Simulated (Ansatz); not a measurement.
The starting structures come from a database of crystals and need not be the phases stable at ambient conditions.

 Where the default PAW files enter, the runs use the earlier of Ansatz's two default sets.

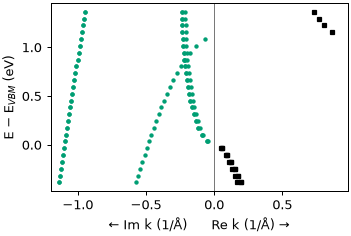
Complex bands at the centre of the two-dimensional zone; r2SCAN in Ansatz (a program for electronic structure)

The gap is the functional's own. No spin-orbit coupling. Mid-gap values are interpolated on the energy grid.

### Question
This is Li3Sb (Fm-3m, not sure to be the ambient phase, 4 atoms a cell, 17.5 Å³ an atom) along the normal of (001). Read off the slowest decay at the centre of the two-dimensional zone at 0.53 eV, the computed energy nearest the middle of the gap.

### Answer
κ ≈ 0.17 1/Å, a decay length 1/(2κ) of the density of 3.0 Å.
